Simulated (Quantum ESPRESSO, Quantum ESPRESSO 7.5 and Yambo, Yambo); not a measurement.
# GaP (F-43m): G0W0 with Yambo, start to end

Wanted: ground state, empty states, screening and self-energy for GaP (F-43m).

Main program and level: Quantum ESPRESSO 7.5 and Yambo 5.3.0; PBE and many-body steps on it, plane waves.

**The experiments to reproduce.**

- Gap 2.25 ± 0.04 eV: optical gap from Tauc plot (fundamental, indirect); spectroscopic ellipsometry, Tauc-Lorentz fit and Tauc plot; 300 K; film (GaP layer on Si reference sample) on Si (“Assessment of GaPSb/Si tandem material association properties for photoelectrochemical cells”, 2020, arxiv:2002.02774).

### Step 1. Starting point

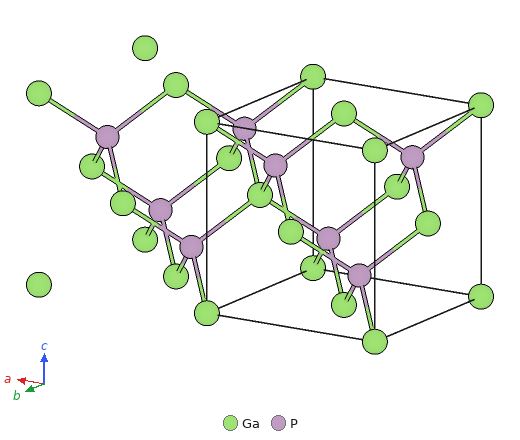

Start, viewed from a free direction; gallium green, phosphorus pink. 2×1×1 cells are drawn. This picture shows the conventional cell, with its axes. Bonds to atoms that aren't drawn are left out. Some periodic images of atoms are drawn too.

As a file:

```cif
data_structure
_symmetry_space_group_name_H-M 'P 1'
_symmetry_Int_Tables_number 1
_cell_length_a 3.8541
_cell_length_b 3.8541
_cell_length_c 3.8541
_cell_angle_alpha 60.000
_cell_angle_beta 60.000
_cell_angle_gamma 60.000
_cell_volume 40.48
loop_
_atom_site_label
_atom_site_type_symbol
_atom_site_fract_x
_atom_site_fract_y
_atom_site_fract_z
_atom_site_occupancy
Ga1 Ga 0.00000 0.00000 0.00000 1
P2 P 0.25000 0.25000 0.25000 1
```

The cell and positions come from the Crystallography Open Database and are kept as given unless a step says otherwise.

### Step 2. Ground state

This step: Quantum ESPRESSO 7.5; DFT, PBE, plane waves, norm-conserving pseudopotentials.

The ground-state density comes first.

pw.in

```
&control
  calculation = 'scf'
  prefix = 'x'
  outdir = 'o'
  pseudo_dir = 'pseudo'
/
&system
  ibrav = 0
  nat = 2
  ntyp = 2
  ecutwfc = 72.0
  nbnd = 14
  force_symmorphic = .true.
/
&electrons
  conv_thr = 1e-10
  electron_maxstep = 80
  mixing_beta = 0.5
/
ATOMIC_SPECIES
  Ga 69.723 Ga.upf
  P 30.974 P.upf
CELL_PARAMETERS angstrom
  0.0000000000 2.7252500000 2.7252500000
  2.7252500000 0.0000000000 2.7252500000
  2.7252500000 2.7252500000 0.0000000000
ATOMIC_POSITIONS crystal
  Ga 0.0000000000 0.0000000000 0.0000000000
  P 0.2500000000 0.2500000000 0.2500000000
K_POINTS automatic
  6 6 6 0 0 0
```

Launch:

```console
OMP_NUM_THREADS=1 mpirun -n 4 pw.x -nk 4 -in pw.in > pw.out
```

The program printed:

```text
Program PWSCF v.7.5 starts

     This program is part of the open-source Quantum ESPRESSO suite
     for quantum simulation of materials; please cite
         "P. Giannozzi et al., J. Phys.:Condens. Matter 21 395502 (2009);
         "P. Giannozzi et al., J. Phys.:Condens. Matter 29 465901 (2017);
         "P. Giannozzi et al., J. Chem. Phys. 152 154105 (2020);
     in publications or presentations arising from this work. More details at
     Message from routine setup:
     using ibrav=0 with symmetry is DISCOURAGED, use correct ibrav instead

     G-vector sticks info

     bravais-lattice index     =            0
     lattice parameter (alat)  =       7.2832  a.u.
     unit-cell volume          =     273.1780 (a.u.)^3
     number of atoms/cell      =            2
     number of atomic types    =            2
     number of electrons       =        18.00
     number of Kohn-Sham states=           14
     kinetic-energy cutoff     =      72.0000  Ry
     charge density cutoff     =     288.0000  Ry
     scf convergence threshold =      1.0E-10
     mixing beta               =       0.5000
     number of iterations used =            8  plain     mixing
     Exchange-correlation= PBE
                           (   1   4   3   4   0   0   0)

     celldm(1)=   7.283166  celldm(2)=   0.000000  celldm(3)=   0.000000
     celldm(4)=   0.000000  celldm(5)=   0.000000  celldm(6)=   0.000000

     crystal axes: (cart. coord. in units of alat)
               a(1) = (   0.000000   0.707107   0.707107 )
               a(2) = (   0.707107   0.000000   0.707107 )
               a(3) = (   0.707107   0.707107   0.000000 )

     reciprocal axes: (cart. coord. in units 2 pi/alat)
               b(1) = ( -0.707107  0.707107  0.707107 )
               b(2) = (  0.707107 -0.707107  0.707107 )
               b(3) = (  0.707107  0.707107 -0.707107 )
     Pseudo is Norm-conserving + core correction, Zval = 13.0
     Generated using ONCVPSP code by D. R. Hamann
     Using radial grid of 1902 points,  6 beta functions with:
     Pseudo is Norm-conserving + core correction, Zval =  5.0
     Generated using ONCVPSP code by D. R. Hamann
     Using radial grid of 1298 points,  6 beta functions with:
     Ga               13.00    69.72300     Ga( 1.00)
     P                 5.00    30.97400     P ( 1.00)

     24 Sym. Ops. (no inversion) found

   Cartesian axes

     site n.     atom                  positions (alat units)
         1        Ga     tau(   1) = (   0.0000000   0.0000000   0.0000000  )
         2        P      tau(   2) = (   0.3535534   0.3535534   0.3535534  )

     number of k points=    16
                       cart. coord. in units 2pi/alat
        k(    1) = (   0.0000000   0.0000000   0.0000000), wk =   0.0092593
        k(    2) = (   0.1178511   0.1178511  -0.1178511), wk =   0.0740741
        k(    3) = (   0.2357023   0.2357023  -0.2357023), wk =   0.0740741
        k(    4) = (  -0.3535534  -0.3535534   0.3535534), wk =   0.0370370
        k(    5) = (   0.2357023   0.0000000  -0.0000000), wk =   0.0555556
        k(    6) = (   0.3535534   0.1178511  -0.1178511), wk =   0.2222222
        k(    7) = (  -0.2357023  -0.4714045   0.4714045), wk =   0.2222222
        k(    8) = (  -0.1178511  -0.3535534   0.3535534), wk =   0.2222222
        k(    9) = (   0.0000000  -0.2357023   0.2357023), wk =   0.1111111
        k(   10) = (   0.4714045   0.0000000  -0.0000000), wk =   0.0555556
     [... 4 further rows ...]
        k(   15) = (  -0.1178511  -0.3535534   0.5892557), wk =   0.2222222
        k(   16) = (  -0.7071068   0.2357023   0.0000000), wk =   0.1111111

     Dense  grid:    22419 G-vectors     FFT dimensions: (  40,  40,  40)

     Initial potential from superposition of free atoms

     starting charge      17.9972, renormalised to      18.0000
     Starting wfcs are   13 randomized atomic wfcs +    1 random wfcs

     per-process dynamical memory:    20.0 Mb

     Self-consistent Calculation

     iteration #  1     ecut=    72.00 Ry     beta= 0.50

     Threshold (ethr) on eigenvalues was too large:
     Diagonalizing with lowered threshold

     total energy              =    -166.84329029 Ry
     estimated scf accuracy    <       0.07418276 Ry

     iteration #  2     ecut=    72.00 Ry     beta= 0.50

     total energy              =    -166.85504528 Ry
     estimated scf accuracy    <       0.00667190 Ry

     iteration #  3     ecut=    72.00 Ry     beta= 0.50

     total energy              =    -166.85530580 Ry
     estimated scf accuracy    <       0.00128369 Ry

     iteration #  4     ecut=    72.00 Ry     beta= 0.50

     total energy              =    -166.85535979 Ry
     estimated scf accuracy    <       0.00001376 Ry

     iteration #  5     ecut=    72.00 Ry     beta= 0.50

     total energy              =    -166.85536498 Ry
     estimated scf accuracy    <       0.00000219 Ry

     iteration #  6     ecut=    72.00 Ry     beta= 0.50

     total energy              =    -166.85536545 Ry
     estimated scf accuracy    <       0.00000005 Ry

     iteration #  7     ecut=    72.00 Ry     beta= 0.50

     total energy              =    -166.85536548 Ry
     estimated scf accuracy    <       0.00000002 Ry

     iteration #  8     ecut=    72.00 Ry     beta= 0.50

     total energy              =    -166.85536548 Ry
     estimated scf accuracy    <          9.8E-09 Ry

     iteration #  9     ecut=    72.00 Ry     beta= 0.50

     End of self-consistent calculation

          k = 0.0000 0.0000 0.0000 (  2741 PWs)   bands (ev):

    -6.9527  -6.9527  -6.9527  -6.8555  -6.8555  -4.8744   7.6196   7.6196
     7.6196   9.4365  11.5066  11.5066  11.5066  16.4298

          k = 0.1179 0.1179-0.1179 (  2806 PWs)   bands (ev):

    -6.9758  -6.9453  -6.9453  -6.8559  -6.8559  -4.5186   5.2311   7.2490
     7.2490  10.0287  12.0546  12.0546  12.6451  16.5489

          k = 0.2357 0.2357-0.2357 (  2824 PWs)   bands (ev):

    -7.0156  -6.9329  -6.9329  -6.8524  -6.8524  -3.5723   2.4114   6.7135
     6.7135   9.5147  12.4306  12.4306  15.2167  17.2267

          k =-0.3536-0.3536 0.3536 (  2824 PWs)   bands (ev):

     [... further k-points ...]

     highest occupied, lowest unoccupied level (ev):     7.6196    9.2722

!    total energy              =    -166.85536548 Ry
     estimated scf accuracy    <          1.6E-11 Ry

     The total energy is the sum of the following terms:
     one-electron contribution =     -76.59545934 Ry
     hartree contribution      =      52.24577280 Ry
     xc contribution           =     -46.02805505 Ry
     ewald contribution        =     -96.47762389 Ry

     convergence has been achieved in   9 iterations

     XML data file, charge density, pseudopotentials, collected wavefunctions

=------------------------------------------------------------------------------=
   JOB DONE.
=------------------------------------------------------------------------------=
```

The job ended after 3.4 s (4 MPI ranks of Arm Neoverse V1, shared host; peak memory 0.22 GiB).

This step gave:

```
total energy               : -2270.1829 eV
gap                        : 1.653 eV
k of the valence top       : 0, 0, 0
k of the conduction bottom : 0, -0.5, -0.5
least direct gap           : 1.817 eV
```

The gap is indirect, with the least direct gap 0.16 eV higher.

### Step 3. Bands along the symmetry lines

Levels along a band path, at the cheap level, show where the edges lie and whether the meshes to come will hold them.

pw.in

```
&control
  calculation = 'bands'
  prefix = 'x'
  outdir = 'o'
  pseudo_dir = 'pseudo'
/
&system
  ibrav = 0
  nat = 2
  ntyp = 2
  ecutwfc = 72.0
  nbnd = 15
  force_symmorphic = .true.
/
&electrons
  conv_thr = 1e-9
  electron_maxstep = 80
  diago_full_acc = .true.
  diago_thr_init = 5e-6
/
ATOMIC_SPECIES
  Ga 69.723 Ga.upf
  P 30.974 P.upf
CELL_PARAMETERS angstrom
  0.0000000000 2.7252500000 2.7252500000
  2.7252500000 0.0000000000 2.7252500000
  2.7252500000 2.7252500000 0.0000000000
ATOMIC_POSITIONS crystal
  Ga 0.0000000000 0.0000000000 0.0000000000
  P 0.2500000000 0.2500000000 0.2500000000
K_POINTS crystal
  50
  0.00000000 0.00000000 0.00000000 1
  -0.06250000 -0.06250000 0.00000000 1
  -0.12500000 -0.12500000 0.00000000 1
  -0.18750000 -0.18750000 0.00000000 1
  -0.25000000 -0.25000000 0.00000000 1
  -0.31250000 -0.31250000 0.00000000 1
  -0.37500000 -0.37500000 0.00000000 1
  -0.43750000 -0.43750000 0.00000000 1
  -0.50000000 -0.50000000 0.00000000 1
  -0.48437500 -0.48437500 0.03125000 1
  -0.46875000 -0.46875000 0.06250000 1
  -0.45312500 -0.45312500 0.09375000 1
  -0.43750000 -0.43750000 0.12500000 1
  -0.42187500 -0.42187500 0.15625000 1
  -0.40625000 -0.40625000 0.18750000 1
  -0.39062500 -0.39062500 0.21875000 1
  -0.37500000 -0.37500000 0.25000000 1
  -0.37500000 0.00000000 0.37500000 1
  -0.32812500 0.00000000 0.32812500 1
  -0.28125000 0.00000000 0.28125000 1
  -0.23437500 0.00000000 0.23437500 1
  -0.18750000 0.00000000 0.18750000 1
  -0.14062500 0.00000000 0.14062500 1
  -0.09375000 0.00000000 0.09375000 1
  -0.04687500 0.00000000 0.04687500 1
  0.00000000 0.00000000 0.00000000 1
  0.00000000 0.00000000 0.06250000 1
  0.00000000 0.00000000 0.12500000 1
  0.00000000 0.00000000 0.18750000 1
  0.00000000 0.00000000 0.25000000 1
  0.00000000 0.00000000 0.31250000 1
  0.00000000 0.00000000 0.37500000 1
  0.00000000 0.00000000 0.43750000 1
  -0.00000000 -0.00000000 0.50000000 1
  -0.06250000 -0.03125000 0.46875000 1
  -0.12500000 -0.06250000 0.43750000 1
  -0.18750000 -0.09375000 0.40625000 1
  -0.25000000 -0.12500000 0.37500000 1
  -0.31250000 -0.15625000 0.34375000 1
  -0.37500000 -0.18750000 0.31250000 1
  -0.43750000 -0.21875000 0.28125000 1
  -0.50000000 -0.25000000 0.25000000 1
  -0.50000000 -0.28125000 0.21875000 1
  -0.50000000 -0.31250000 0.18750000 1
  -0.50000000 -0.34375000 0.15625000 1
  -0.50000000 -0.37500000 0.12500000 1
  -0.50000000 -0.40625000 0.09375000 1
  -0.50000000 -0.43750000 0.06250000 1
  -0.50000000 -0.46875000 0.03125000 1
  -0.50000000 -0.50000000 0.00000000 1
```

The program printed:

```text
[banner, memory and clock lines left out]
Program PWSCF v.7.5 starts

     Atomic positions and unit cell read from directory:
     o/x.save/

     Message from routine setup:
     using ibrav=0 with symmetry is DISCOURAGED, use correct ibrav instead

     G-vector sticks info

     bravais-lattice index     =            0
     lattice parameter (alat)  =       7.2832  a.u.
     unit-cell volume          =     273.1780 (a.u.)^3
     number of atoms/cell      =            2
     number of atomic types    =            2
     number of electrons       =        18.00
     number of Kohn-Sham states=           15
     kinetic-energy cutoff     =      72.0000  Ry
     charge density cutoff     =     288.0000  Ry
     Exchange-correlation= PBE
                           (   1   4   3   4   0   0   0)

     celldm(1)=   7.283166  celldm(2)=   0.000000  celldm(3)=   0.000000
     celldm(4)=   0.000000  celldm(5)=   0.000000  celldm(6)=   0.000000

     crystal axes: (cart. coord. in units of alat)
               a(1) = (   0.000000   0.707107   0.707107 )
               a(2) = (   0.707107   0.000000   0.707107 )
               a(3) = (   0.707107   0.707107   0.000000 )

     reciprocal axes: (cart. coord. in units 2 pi/alat)
               b(1) = ( -0.707107  0.707107  0.707107 )
               b(2) = (  0.707107 -0.707107  0.707107 )
               b(3) = (  0.707107  0.707107 -0.707107 )
     Pseudo is Norm-conserving + core correction, Zval = 13.0
     Generated using ONCVPSP code by D. R. Hamann
     Using radial grid of 1902 points,  6 beta functions with:
     Pseudo is Norm-conserving + core correction, Zval =  5.0
     Generated using ONCVPSP code by D. R. Hamann
     Using radial grid of 1298 points,  6 beta functions with:
     Ga               13.00    69.72300     Ga( 1.00)
     P                 5.00    30.97400     P ( 1.00)

     24 Sym. Ops. (no inversion) found

   Cartesian axes

     site n.     atom                  positions (alat units)
         1        Ga     tau(   1) = (   0.0000000   0.0000000   0.0000000  )
         2        P      tau(   2) = (   0.3535534   0.3535534   0.3535534  )

     number of k points=    50
                       cart. coord. in units 2pi/alat
        k(    1) = (   0.0000000   0.0000000   0.0000000), wk =   0.0400000
        k(    2) = (   0.0000000   0.0000000  -0.0883883), wk =   0.0400000
        k(    3) = (   0.0000000   0.0000000  -0.1767767), wk =   0.0400000
[...]
[... 38 further rows ...]
        k(   49) = (   0.0441942  -0.0000000  -0.7071068), wk =   0.0400000
        k(   50) = (   0.0000000   0.0000000  -0.7071068), wk =   0.0400000

     Dense  grid:    22419 G-vectors     FFT dimensions: (  40,  40,  40)

     The potential is recalculated from file :
     o/x.save/charge-density

     Starting wfcs are   13 randomized atomic wfcs +    2 random wfcs

     Band Structure Calculation

     End of band structure calculation

          k = 0.0000 0.0000 0.0000 (  2741 PWs)   bands (ev):

    -6.9526  -6.9526  -6.9526  -6.8555  -6.8555  -4.8744   7.6196   7.6196
     7.6196   9.4365  11.5066  11.5066  11.5066  16.4298  17.3469

          k = 0.0000 0.0000-0.0884 (  2770 PWs)   bands (ev):

    -6.9588  -6.9506  -6.9506  -6.8569  -6.8547  -4.8063   7.0639   7.4268
     7.4268   9.9600  11.3259  11.7736  11.7736  16.7107  16.8123

          k = 0.0000 0.0000-0.1768 (  2794 PWs)   bands (ev):

    -6.9752  -6.9439  -6.9439  -6.8600  -6.8527  -4.6050   6.0686   6.9724
     6.9724  10.5906  11.1184  12.4497  12.4497  15.7092  17.5896

          k =-0.0000 0.0000-0.2652 (  2814 PWs)   bands (ev):

[...]
k = 0.0000 0.0000-0.3536 (  2826 PWs)   bands (ev):

[...]
k = 0.0000-0.0000-0.4419 (  2838 PWs)   bands (ev):

[...]
k =-0.0000 0.0000-0.5303 (  2814 PWs)   bands (ev):

[...]
k = 0.0000-0.0000-0.6187 (  2822 PWs)   bands (ev):

[...]
k = 0.5303-0.0000-0.5303 (  2838 PWs)   bands (ev):

[...]
k = 0.0000 0.0000 0.0000 (  2741 PWs)   bands (ev):

[...]
k = 0.1326 0.0000-0.7071 (  2834 PWs)   bands (ev):

[...]
k = 0.0884-0.0000-0.7071 (  2824 PWs)   bands (ev):

[...]
k = 0.0442-0.0000-0.7071 (  2816 PWs)   bands (ev):

    -7.0694  -6.8918  -6.8888  -6.8870  -6.8345  -1.9079   0.8717   4.8963
     4.9019   9.3516   9.5222  17.9503  18.0349  18.8881  19.7949

          k = 0.0000 0.0000-0.7071 (  2794 PWs)   bands (ev):

    -7.0698  -6.8913  -6.8876  -6.8876  -6.8340  -1.9113   0.8648   4.9369
     4.9369   9.2722   9.4420  18.1941  18.1942  18.8051  19.9377

     XML data file, pseudopotentials, collected wavefunctions
```

It took 3.6 s on 4 MPI ranks; peak memory 0.19 GiB; 14 s of CPU time.

This step gave:

| Property | Result |
| --- | --- |
| gap | 1.593 eV |
| k of the valence top | 0, 0, 0 |
| k of the conduction bottom | -0.4375, -0.4375, 0 |
| least direct gap | 1.817 eV |

The gap is 1.593 eV, −0.060 eV from the run before at this level.

The electronic bands at the labelled points (eV, zero at the top of the highest filled band):

| point | band 6 | band 7 | band 8 | band 9 | band 10 | band 11 | band 12 | band 13 |
| --- | --- | --- | --- | --- | --- | --- | --- | --- |
| Γ | -12.49 | 0.00 | 0.00 | 0.00 | 1.82 | 3.89 | 3.89 | 3.89 |
| X | -9.53 | -6.75 | -2.68 | -2.68 | 1.65 | 1.82 | 10.57 | 10.57 |
| U | -9.57 | -6.55 | -3.94 | -2.25 | 2.19 | 4.80 | 8.23 | 8.26 |
| jump to K | -9.57 | -6.55 | -3.94 | -2.25 | 2.19 | 4.80 | 8.23 | 8.26 |
| Γ | -12.49 | 0.00 | 0.00 | 0.00 | 1.82 | 3.89 | 3.89 | 3.89 |
| L | -10.43 | -6.63 | -1.12 | -1.12 | 1.67 | 4.72 | 4.72 | 8.29 |
| W | -9.44 | -6.55 | -3.58 | -3.42 | 4.70 | 4.86 | 6.10 | 6.15 |
| X | -9.53 | -6.75 | -2.68 | -2.68 | 1.65 | 1.82 | 10.57 | 10.57 |

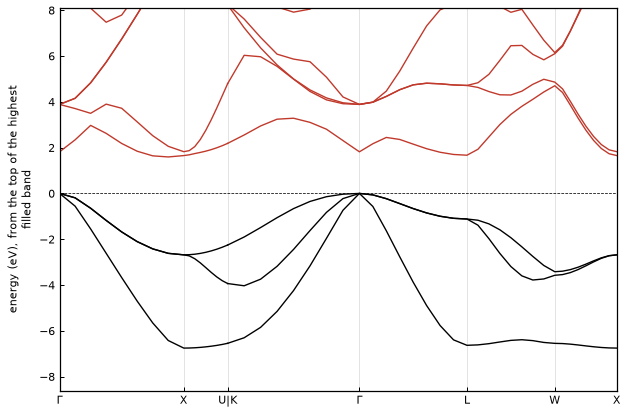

Electronic bands along the path; lines of filled and empty bands in two colours.

[end of part 1 of 3]

[Paths, hosts, dates, memory and timing lines, banners, echoed tables and standing remarks are left out of the program output.]

[Logs are printed without paths, hosts, clocks, repeated set-up lines and the standing remarks that a program may print on its own settings, such as how far it seeks lower states.]

[Runs of the session that timed out or met a known fault of the program may be left out.]

[Hosts, paths, dates, database ids (printed as entryN), source tags and the programs' standing remarks are cut or masked in the printed files.]
